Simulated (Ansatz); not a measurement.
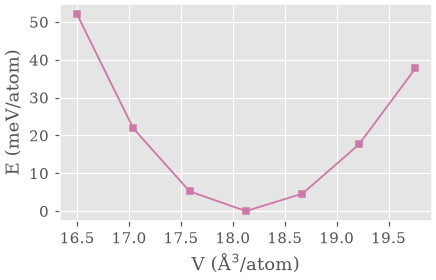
Figure. Si in space group P6_422 (No. 181; Si on 3c) under volume change, PBE in the plane-wave PAW code Ansatz, shape and atoms relaxed at each volume.

What does a third-order Birch–Murnaghan fit give for V₀, B₀ and B′?

V₀ = 18.13 Å³/atom, B₀ = 96.0 GPa, B′ = 4.4.

The start of the workflow was typed in or built on a structure type; neither database checked (COD, Materials Project) lists it. It is not the phase usual at ambient conditions (space group No. 227). Symmetry was held in the PBE relaxation; its stability against distortions is not shown here.

Potentials: the later of the program's two PAW sets.
